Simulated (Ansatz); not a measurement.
**N2 (singlet): PBE, r2SCAN, PBE0, B3LYP, wB97X-V, wB97M-V, B2PLYP, RPA-PBE over vertical spin and charge gaps, 6-31G**

Aim: run N2 (singlet) with these functionals over vertical spin and charge gaps, and hold them against the top wave-function level at the same points.

Computed with Ansatz 0.2.0, Gaussian basis. Level: 6-31G, all electrons in the functionals, frozen cores in the correlation of double hybrids and RPA.

The runs, in order: PBE, r2SCAN, PBE0, B3LYP, wB97X-V, wB97M-V, B2PLYP, RPA-PBE, at charge 0, singlet; charge 0, triplet; charge 1, doublet (not every functional at every point).

14 further runs of the same task are left out: 7 that didn't finish, 7 set aside as unsound or not needed.

## (1) What is computed

The geometry is a PBE0/def2-TZVP stationary point (not a proven minimum).

2 atoms, charge 0, spin multiplicity 1.

Atoms are counted from 1 here; the program's logs count them from 0.

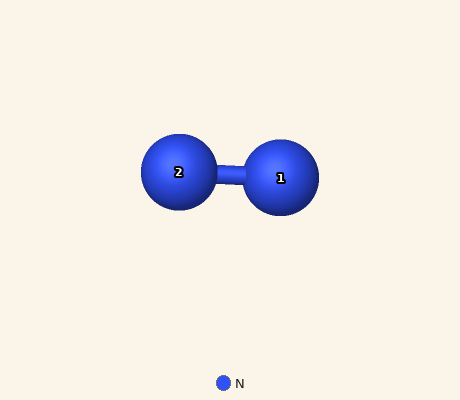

The geometry (nitrogen blue); atoms are numbered from 1 in the order of the file.

No dispersion term is added; wB97X-V, wB97M-V hold VV10 nonlocal correlation. B3LYP takes the VWN-RPA correlation.

The geometry shown and the zero of energy belong to the point charge 0, singlet. The yardstick, FCI, and other wave-function levels (R restricted, U unrestricted, valence and pair active spaces) come from earlier runs.

## (2) PBE, charge 0, singlet

Input file in.yaml:

```yaml
crystal:
  periodic: [false, false, false]
  atoms:
    - {symbol: N, position_ang: [0.000000, 0.000000, 0.000000]}
    - {symbol: N, position_ang: [0.000000, 0.000000, 1.089486]}
basis:
  gaussian: {orbitals: 6-31G}
hamiltonian: {xc: {name: PBE}}
output: {orbitals: {seedname: orbitals}}
```

Launch:

```sh
$ ansatz run in.yaml --threads 1 --pin off --events-out ev --progress --plain --max-ram 2176MiB
```

What it wrote:

```text
Functional definition: PBE
  name "PBE"
  cite "Perdew, Burke & Ernzerhof, Phys. Rev. Lett. 77, 3865 (1996) doi:10.1103/PhysRevLett.77.3865"
  parent pbe
  parameter kappa = 0.804
  parameter beta = 0.06672455060314922
  exchange = pbe_x(kappa = kappa, mu = beta*pi^2/3)
  correlation = pbe_c(beta = beta)
268 factors; integrals over basis functions are off by at most 1.3e-4 eV
mean field evaluation 1: about -2974.6798 eV, gradient 2.0e1 eV
mean field evaluation 2: about -2975.1494 eV, gradient 1.4e1 eV
mean field evaluation 4: about -2975.6268 eV, gradient 8.0e-3 eV
mean field evaluation 8: about -2975.6227 eV, gradient 2.1e-4 eV
mean field -2975.62268311 eV, -109.3521166546 hartree, gradient 4.1e-6 eV, S^2 0.000000; 0 other end points of the search recorded, 0 dependent functions left out
reference -2975.62269091 eV, -109.3521169415 hartree; 7, 7 occupied and 11, 11 virtual orbitals, 268 factors
Total energy: -2975.62269091 eV, -109.3521169415 hartree
```

Wall time 0.18 s (1 thread of Intel Xeon 6975P-C, shared host).

## (3) PBE, charge 0, triplet

Changes to in.yaml since step 2:

```diff
@@ -7,2 +7,3 @@
   gaussian: {orbitals: 6-31G}
+magnetization: {spin_polarized: true, initial_magnetization: 2}
 hamiltonian: {xc: {name: PBE}}
```

The command is unchanged.

What it wrote:

```text
Functional definition: PBE
  name "PBE"
  cite "Perdew, Burke & Ernzerhof, Phys. Rev. Lett. 77, 3865 (1996) doi:10.1103/PhysRevLett.77.3865"
  parent pbe
  parameter kappa = 0.804
  parameter beta = 0.06672455060314922
  exchange = pbe_x(kappa = kappa, mu = beta*pi^2/3)
  correlation = pbe_c(beta = beta)
268 factors; integrals over basis functions are off by at most 1.3e-4 eV
mean field evaluation 1: about -2967.2249 eV, gradient 1.4e1 eV
mean field evaluation 2: about -2967.5382 eV, gradient 1.2e1 eV
mean field evaluation 4: about -2968.2032 eV, gradient 1.0e-1 eV
mean field evaluation 8: about -2968.1976 eV, gradient 1.3e-3 eV
mean field evaluation 16: about -2966.9489 eV, gradient 4.7e0 eV
mean field evaluation 32: about -2966.9579 eV, gradient 4.5e0 eV
mean field -2968.19761817 eV, -109.0792505512 hartree, gradient 8.8e-6 eV, S^2 2.001675; 4 other end points of the search recorded, 0 dependent functions left out
reference -2968.19762827 eV, -109.0792509221 hartree; 8, 6 occupied and 10, 12 virtual orbitals, 268 factors
Total energy: -2968.19762827 eV, -109.0792509221 hartree
```

Run time: 0.39 s. Hardware: 1 thread of Intel Xeon 6975P-C, shared host.

From the report: ⟨S²⟩ of the determinant 2.002 (pure triplet: 2.00).

From charge 0, singlet: +171.2 kcal/mol.

## (4) PBE, charge 1, doublet

Changes to in.yaml since step 3:

```diff
@@ -7,3 +7,4 @@
   gaussian: {orbitals: 6-31G}
-magnetization: {spin_polarized: true, initial_magnetization: 2}
+total_charge: 1
+magnetization: {spin_polarized: true, initial_magnetization: 1}
 hamiltonian: {xc: {name: PBE}}
```

Launched as before.

What it wrote:

```text
Functional definition: PBE
  name "PBE"
  cite "Perdew, Burke & Ernzerhof, Phys. Rev. Lett. 77, 3865 (1996) doi:10.1103/PhysRevLett.77.3865"
  parent pbe
  parameter kappa = 0.804
  parameter beta = 0.06672455060314922
  exchange = pbe_x(kappa = kappa, mu = beta*pi^2/3)
  correlation = pbe_c(beta = beta)
268 factors; integrals over basis functions are off by at most 1.3e-4 eV
mean field evaluation 1: about -2958.6581 eV, gradient 1.8e1 eV
mean field evaluation 2: about -2959.8286 eV, gradient 1.1e1 eV
mean field evaluation 4: about -2960.3980 eV, gradient 6.0e-2 eV
mean field evaluation 8: about -2960.3900 eV, gradient 8.8e-4 eV
mean field -2960.39003883 eV, -108.7923273026 hartree, gradient 2.6e-6 eV, S^2 0.751350; 0 other end points of the search recorded, 0 dependent functions left out
reference -2960.39004772 eV, -108.7923276292 hartree; 7, 6 occupied and 11, 12 virtual orbitals, 268 factors
Total energy: -2960.39004772 eV, -108.7923276292 hartree
```

Run time: 0.18 s. Hardware: 1 thread of Intel Xeon 6975P-C, shared host.

From the report: ⟨S²⟩ of the determinant 0.751 (pure doublet: 0.75).

From charge 0, singlet: +351.3 kcal/mol.

## (5) r2SCAN, charge 0, singlet

Input file in.yaml:

```yaml
crystal:
  periodic: [false, false, false]
  atoms:
    - {symbol: N, position_ang: [0.000000, 0.000000, 0.000000]}
    - {symbol: N, position_ang: [0.000000, 0.000000, 1.089486]}
basis:
  gaussian: {orbitals: 6-31G}
hamiltonian: {xc: {name: r2SCAN}}
output: {forces: true}
```

The command is unchanged.

What it wrote, cut to the lines that bear on the results:

```text
Functional definition: r2SCAN
  name "r2SCAN"
  cite "Furness, Kaplan, Ning, Perdew & Sun, J. Phys. Chem. Lett. 11, 8208 (2020) doi:10.1021/acs.jpclett.0c02405"
  cite "Furness, Kaplan, Ning, Perdew & Sun, J. Phys. Chem. Lett. 11, 9248 (2020) doi:10.1021/acs.jpclett.0c03077"
  parent r2scan
[...]
268 factors; integrals over basis functions are off by at most 1.3e-4 eV
[...]
mean field -2977.19424942 eV, -109.4098706516 hartree, gradient 2.4e-6 eV, S^2 0.000000; 0 other end points of the search recorded, 0 dependent functions left out
[...]
reference -2977.19425166 eV, -109.4098707338 hartree; 7, 7 occupied and 11, 11 virtual orbitals, 268 factors
Total energy: -2977.19425166 eV, -109.4098707338 hartree
Atom 0 at     0.000000     0.000000     0.000000 Å, force     0.000000     0.000000    -4.996781 eV/Å
Atom 1 at     0.000000     0.000000     1.089486 Å, force    -0.000000    -0.000000     4.996781 eV/Å
Dipole moment:     0.000000    -0.000000    -0.000000 e Å
```

Run time: 0.54 s. Hardware: 1 thread of Intel Xeon 6975P-C, shared host.

## (6) r2SCAN, charge 0, triplet

Changes to in.yaml since step 5:

```diff
@@ -7,2 +7,3 @@
   gaussian: {orbitals: 6-31G}
+magnetization: {spin_polarized: true, initial_magnetization: 2}
 hamiltonian: {xc: {name: r2SCAN}}
```

Same command.

What it wrote, cut to the lines that bear on the results:

```text
Functional definition: r2SCAN
  name "r2SCAN"
  cite "Furness, Kaplan, Ning, Perdew & Sun, J. Phys. Chem. Lett. 11, 8208 (2020) doi:10.1021/acs.jpclett.0c02405"
  cite "Furness, Kaplan, Ning, Perdew & Sun, J. Phys. Chem. Lett. 11, 9248 (2020) doi:10.1021/acs.jpclett.0c03077"
  parent r2scan
[...]
268 factors; integrals over basis functions are off by at most 1.3e-4 eV
[...]
mean field -2969.71915057 eV, -109.1351658357 hartree, gradient 1.7e-5 eV, S^2 2.004090; 7 other end points of the search recorded, 0 dependent functions left out
[...]
reference -2969.71915323 eV, -109.1351659333 hartree; 8, 6 occupied and 10, 12 virtual orbitals, 268 factors
Total energy: -2969.71915323 eV, -109.1351659333 hartree
Atom 0 at     0.000000     0.000000     0.000000 Å, force     0.000000     0.000000   -18.695345 eV/Å
Atom 1 at     0.000000     0.000000     1.089486 Å, force    -0.000000    -0.000000    18.695345 eV/Å
Dipole moment:     0.000000    -0.000000    -0.000000 e Å
```

Wall time 0.78 s (1 thread of Intel Xeon 6975P-C, shared host).

From the report: ⟨S²⟩ of the determinant 2.004 (pure triplet: 2.00).

From charge 0, singlet: +172.4 kcal/mol.

## (7) r2SCAN, charge 1, doublet

Changes to in.yaml since step 6:

```diff
@@ -7,4 +7,4 @@
   gaussian: {orbitals: 6-31G}
-magnetization: {spin_polarized: true, initial_magnetization: 2}
+total_charge: 1
+magnetization: {spin_polarized: true, initial_magnetization: 1}
 hamiltonian: {xc: {name: r2SCAN}}
-output: {forces: true}
```

Launched as before.

What it wrote:

```text
Functional definition: r2SCAN
  name "r2SCAN"
  cite "Furness, Kaplan, Ning, Perdew & Sun, J. Phys. Chem. Lett. 11, 8208 (2020) doi:10.1021/acs.jpclett.0c02405"
  cite "Furness, Kaplan, Ning, Perdew & Sun, J. Phys. Chem. Lett. 11, 9248 (2020) doi:10.1021/acs.jpclett.0c03077"
  parent r2scan
  parameter k0 = 0.174
  parameter k1 = 0.065
  parameter a1 = 4.9479
  exchange = r2scan_x(k0 = k0, k1 = k1, a1 = a1)
  correlation = r2scan_c
268 factors; integrals over basis functions are off by at most 1.3e-4 eV
mean field evaluation 1: about -2960.4241 eV, gradient 1.5e1 eV
mean field evaluation 2: about -2961.4220 eV, gradient 6.9e0 eV
mean field evaluation 4: about -2961.6490 eV, gradient 1.6e-1 eV
mean field evaluation 8: about -2961.6422 eV, gradient 1.7e-3 eV
mean field -2961.64222265 eV, -108.8383442093 hartree, gradient 1.7e-5 eV, S^2 0.752853; 0 other end points of the search recorded, 0 dependent functions left out
reference -2961.64222527 eV, -108.8383443054 hartree; 7, 6 occupied and 11, 12 virtual orbitals, 268 factors
Total energy: -2961.64222527 eV, -108.8383443054 hartree
```

Run time: 0.45 s. Hardware: 1 thread of Intel Xeon 6975P-C, shared host.

From the report: ⟨S²⟩ of the determinant 0.753 (pure doublet: 0.75).

From charge 0, singlet: +358.6 kcal/mol.

## (8) PBE0, charge 0, singlet

Input file in.yaml:

```yaml
crystal:
  periodic: [false, false, false]
  atoms:
    - {symbol: N, position_ang: [0.000000, 0.000000, 0.000000]}
    - {symbol: N, position_ang: [0.000000, 0.000000, 1.089486]}
basis:
  gaussian: {orbitals: 6-31G}
hamiltonian: {xc: {name: PBE0}}
output: {forces: true, orbitals: {seedname: orbitals}}
```

The command is unchanged.

What it wrote, cut to the lines that bear on the results:

```text
Functional definition: PBE0
  name "PBE0"
  cite "Adamo & Barone, J. Chem. Phys. 110, 6158 (1999) doi:10.1063/1.478522"
  cite "Perdew, Burke & Ernzerhof, Phys. Rev. Lett. 77, 3865 (1996) doi:10.1103/PhysRevLett.77.3865"
  parent pbe
[...]
268 factors; integrals over basis functions are off by at most 1.3e-4 eV
[...]
mean field -2975.36753845 eV, -109.3427402616 hartree, gradient 4.3e-6 eV, S^2 0.000000; 0 other end points of the search recorded, 0 dependent functions left out
[...]
reference -2975.36754441 eV, -109.3427404804 hartree; 7, 7 occupied and 11, 11 virtual orbitals, 268 factors
Total energy: -2975.36754441 eV, -109.3427404804 hartree
Atom 0 at     0.000000     0.000000     0.000000 Å, force     0.000000    -0.000000    -4.091980 eV/Å
Atom 1 at     0.000000     0.000000     1.089486 Å, force    -0.000000     0.000000     4.091980 eV/Å
Dipole moment:     0.000000    -0.000000    -0.000000 e Å
```

It took 0.24 s on 1 thread of Intel Xeon 6975P-C, shared host.

## (9) PBE0, charge 0, triplet

Changes to in.yaml since step 8:

```diff
@@ -7,2 +7,3 @@
   gaussian: {orbitals: 6-31G}
+magnetization: {spin_polarized: true, initial_magnetization: 2}
 hamiltonian: {xc: {name: PBE0}}
```

Same command.

What it wrote, cut to the lines that bear on the results:

```text
Functional definition: PBE0
  name "PBE0"
  cite "Adamo & Barone, J. Chem. Phys. 110, 6158 (1999) doi:10.1063/1.478522"
  cite "Perdew, Burke & Ernzerhof, Phys. Rev. Lett. 77, 3865 (1996) doi:10.1103/PhysRevLett.77.3865"
  parent pbe
[...]
268 factors; integrals over basis functions are off by at most 1.3e-4 eV
[...]
mean field -2967.83069547 eV, -109.0657663906 hartree, gradient 6.4e-6 eV, S^2 2.003616; 1 other end points of the search recorded, 0 dependent functions left out
[...]
reference -2967.83070306 eV, -109.0657666696 hartree; 8, 6 occupied and 10, 12 virtual orbitals, 268 factors
Total energy: -2967.83070306 eV, -109.0657666696 hartree
Atom 0 at     0.000000     0.000000     0.000000 Å, force     0.000000    -0.000000   -18.040152 eV/Å
Atom 1 at     0.000000     0.000000     1.089486 Å, force    -0.000000     0.000000    18.040152 eV/Å
Dipole moment:     0.000000    -0.000000    -0.000000 e Å
```

Run time: 0.36 s. Hardware: 1 thread of Intel Xeon 6975P-C, shared host.

From the report: ⟨S²⟩ of the determinant 2.004 (pure triplet: 2.00).

From charge 0, singlet: +173.8 kcal/mol.

## (10) PBE0, charge 1, doublet

Input file in.yaml:

```yaml
crystal:
  periodic: [false, false, false]
  atoms:
    - {symbol: N, position_ang: [0.000000, 0.000000, 0.000000]}
    - {symbol: N, position_ang: [0.000000, 0.000000, 1.089486]}
basis:
  gaussian: {orbitals: 6-31G}
total_charge: 1
magnetization: {spin_polarized: true, initial_magnetization: 1}
hamiltonian: {xc: {name: PBE0}}
output: {orbitals: {seedname: orbitals}}
```

Launched as before.

What it wrote:

```text
Functional definition: PBE0
  name "PBE0"
  cite "Adamo & Barone, J. Chem. Phys. 110, 6158 (1999) doi:10.1063/1.478522"
  cite "Perdew, Burke & Ernzerhof, Phys. Rev. Lett. 77, 3865 (1996) doi:10.1103/PhysRevLett.77.3865"
  parent pbe
  parameter a = 0.25
  parameter kappa = 0.804
  parameter beta = 0.06672455060314922
  exchange = (1 - a)*pbe_x(kappa = kappa, mu = beta*pi^2/3) + a*exact_x
  correlation = pbe_c(beta = beta)
268 factors; integrals over basis functions are off by at most 1.3e-4 eV
mean field evaluation 1: about -2958.7867 eV, gradient 1.3e1 eV
mean field evaluation 2: about -2959.5430 eV, gradient 5.5e0 eV
mean field evaluation 4: about -2959.6889 eV, gradient 1.8e-1 eV
mean field evaluation 8: about -2959.6885 eV, gradient 8.6e-4 eV
mean field evaluation 16: about -2959.6885 eV, gradient 6.0e-6 eV
mean field -2959.68849135 eV, -108.7665459083 hartree, gradient 6.0e-6 eV, S^2 0.753173; 1 other end points of the search recorded, 0 dependent functions left out
reference -2959.68849801 eV, -108.7665461528 hartree; 7, 6 occupied and 11, 12 virtual orbitals, 268 factors
Total energy: -2959.68849801 eV, -108.7665461528 hartree
```

Wall time 0.24 s (1 thread of Intel Xeon 6975P-C, shared host).

From the report: ⟨S²⟩ of the determinant 0.753 (pure doublet: 0.75).

From charge 0, singlet: +361.6 kcal/mol.

## (11) B3LYP, charge 0, singlet

Input file in.yaml:

```yaml
crystal:
  periodic: [false, false, false]
  atoms:
    - {symbol: N, position_ang: [0.000000, 0.000000, 0.000000]}
    - {symbol: N, position_ang: [0.000000, 0.000000, 1.089486]}
basis:
  gaussian: {orbitals: 6-31G}
hamiltonian: {xc: {name: B3LYP}}
```

Launched as before.

What it wrote, cut to the lines that bear on the results:

```text
Functional definition: B3LYP
  name "B3LYP"
  cite "Stephens, Devlin, Chabalowski & Frisch, J. Phys. Chem. 98, 11623 (1994) doi:10.1021/j100096a001"
  cite "Becke, Phys. Rev. A 38, 3098 (1988) doi:10.1103/PhysRevA.38.3098"
  cite "Lee, Yang & Parr, Phys. Rev. B 37, 785 (1988) doi:10.1103/PhysRevB.37.785"
  cite "Vosko, Wilk & Nusair, Can. J. Phys. 58, 1200 (1980) doi:10.1139/p80-159"
[...]
268 factors; integrals over basis functions are off by at most 1.3e-4 eV
[...]
mean field -2978.79495409 eV, -109.4686954629 hartree, gradient 8.1e-6 eV, S^2 0.000000; 0 other end points of the search recorded, 0 dependent functions left out
reference -2978.79503953 eV, -109.4686986030 hartree; 7, 7 occupied and 11, 11 virtual orbitals, 268 factors
Total energy: -2978.79503953 eV, -109.4686986030 hartree
```

Run time: 0.18 s. Hardware: 1 thread of Intel Xeon 6975P-C, shared host.

## (12) B3LYP, charge 0, triplet

Changes to in.yaml since step 11:

```diff
@@ -7,2 +7,3 @@
   gaussian: {orbitals: 6-31G}
+magnetization: {spin_polarized: true, initial_magnetization: 2}
 hamiltonian: {xc: {name: B3LYP}}
```

The command is unchanged.

What it wrote, cut to the lines that bear on the results:

```text
Functional definition: B3LYP
  name "B3LYP"
  cite "Stephens, Devlin, Chabalowski & Frisch, J. Phys. Chem. 98, 11623 (1994) doi:10.1021/j100096a001"
  cite "Becke, Phys. Rev. A 38, 3098 (1988) doi:10.1103/PhysRevA.38.3098"
  cite "Lee, Yang & Parr, Phys. Rev. B 37, 785 (1988) doi:10.1103/PhysRevB.37.785"
  cite "Vosko, Wilk & Nusair, Can. J. Phys. 58, 1200 (1980) doi:10.1139/p80-159"
[...]
268 factors; integrals over basis functions are off by at most 1.3e-4 eV
[...]
mean field -2971.25998312 eV, -109.1917903874 hartree, gradient 9.2e-6 eV, S^2 2.003435; 1 other end points of the search recorded, 0 dependent functions left out
reference -2971.26008446 eV, -109.1917941114 hartree; 8, 6 occupied and 10, 12 virtual orbitals, 268 factors
Total energy: -2971.26008446 eV, -109.1917941114 hartree
```

Run time: 0.21 s. Hardware: 1 thread of Intel Xeon 6975P-C, shared host.

From the report: ⟨S²⟩ of the determinant 2.003 (pure triplet: 2.00).

From charge 0, singlet: +173.8 kcal/mol.

## (13) B3LYP, charge 1, doublet

Changes to in.yaml since step 12:

```diff
@@ -7,3 +7,4 @@
   gaussian: {orbitals: 6-31G}
-magnetization: {spin_polarized: true, initial_magnetization: 2}
+total_charge: 1
+magnetization: {spin_polarized: true, initial_magnetization: 1}
 hamiltonian: {xc: {name: B3LYP}}
```

Launched as before.

What it wrote, cut to the lines that bear on the results:

```text
Functional definition: B3LYP
  name "B3LYP"
  cite "Stephens, Devlin, Chabalowski & Frisch, J. Phys. Chem. 98, 11623 (1994) doi:10.1021/j100096a001"
  cite "Becke, Phys. Rev. A 38, 3098 (1988) doi:10.1103/PhysRevA.38.3098"
  cite "Lee, Yang & Parr, Phys. Rev. B 37, 785 (1988) doi:10.1103/PhysRevB.37.785"
  cite "Vosko, Wilk & Nusair, Can. J. Phys. 58, 1200 (1980) doi:10.1139/p80-159"
[...]
268 factors; integrals over basis functions are off by at most 1.3e-4 eV
[...]
mean field -2963.09058436 eV, -108.8915705203 hartree, gradient 4.5e-6 eV, S^2 0.752654; 1 other end points of the search recorded, 0 dependent functions left out
reference -2963.09066842 eV, -108.8915736095 hartree; 7, 6 occupied and 11, 12 virtual orbitals, 268 factors
Total energy: -2963.09066842 eV, -108.8915736095 hartree
```

Wall time 0.24 s (1 thread of Intel Xeon 6975P-C, shared host).

From the report: ⟨S²⟩ of the determinant 0.753 (pure doublet: 0.75).

From charge 0, singlet: +362.2 kcal/mol.

## (14) wB97X-V, charge 0, singlet

Changes to in.yaml since step 13:

```diff
@@ -7,4 +7,2 @@
   gaussian: {orbitals: 6-31G}
-total_charge: 1
-magnetization: {spin_polarized: true, initial_magnetization: 1}
-hamiltonian: {xc: {name: B3LYP}}
+hamiltonian: {xc: {name: wB97X-V}}
```

Launched as before.

What it wrote, cut to the lines that bear on the results:

```text
Functional definition: wB97X-V
  name "wB97X-V"
  cite "Mardirossian & Head-Gordon, Phys. Chem. Chem. Phys. 16, 9904 (2014) doi:10.1039/C3CP54374A"
  cite "Becke, J. Chem. Phys. 107, 8554 (1997) doi:10.1063/1.475007"
  cite "Vydrov & Van Voorhis, J. Chem. Phys. 133, 244103 (2010) doi:10.1063/1.3521275"
[...]
      + integral(e_c_pw_opposite_spin*poly(b97_u_opposite, cos0, cos1)) + vv10(b, c)
268 factors; integrals over basis functions are off by at most 1.3e-4 eV
78 factors; integrals over basis functions are off by at most 2.7e-6 eV
[...]
mean field -2977.86435510 eV, -109.4344965809 hartree, gradient 1.5e-5 eV, S^2 0.000000; 0 other end points of the search recorded, 0 dependent functions left out
reference -2977.86435460 eV, -109.4344965626 hartree; 7, 7 occupied and 11, 11 virtual orbitals, 268 factors
Total energy: -2977.86435460 eV, -109.4344965626 hartree
```

It took 0.51 s on 1 thread of Intel Xeon 6975P-C, shared host.

## (15) wB97X-V, charge 0, triplet

Changes to in.yaml since step 14:

```diff
@@ -7,2 +7,3 @@
   gaussian: {orbitals: 6-31G}
+magnetization: {spin_polarized: true, initial_magnetization: 2}
 hamiltonian: {xc: {name: wB97X-V}}
```

Same command.

What it wrote, cut to the lines that bear on the results:

```text
Functional definition: wB97X-V
  name "wB97X-V"
  cite "Mardirossian & Head-Gordon, Phys. Chem. Chem. Phys. 16, 9904 (2014) doi:10.1039/C3CP54374A"
  cite "Becke, J. Chem. Phys. 107, 8554 (1997) doi:10.1063/1.475007"
  cite "Vydrov & Van Voorhis, J. Chem. Phys. 133, 244103 (2010) doi:10.1063/1.3521275"
[...]
      + integral(e_c_pw_opposite_spin*poly(b97_u_opposite, cos0, cos1)) + vv10(b, c)
268 factors; integrals over basis functions are off by at most 1.3e-4 eV
78 factors; integrals over basis functions are off by at most 2.7e-6 eV
[...]
mean field -2970.05911311 eV, -109.1476592285 hartree, gradient 5.8e-6 eV, S^2 2.003746; 2 other end points of the search recorded, 0 dependent functions left out
reference -2970.05911279 eV, -109.1476592167 hartree; 8, 6 occupied and 10, 12 virtual orbitals, 268 factors
Total energy: -2970.05911279 eV, -109.1476592167 hartree
```

It took 0.57 s on 1 thread of Intel Xeon 6975P-C, shared host.

From the report: ⟨S²⟩ of the determinant 2.004 (pure triplet: 2.00).

From charge 0, singlet: +180.0 kcal/mol.

[end of part 1 of 2]
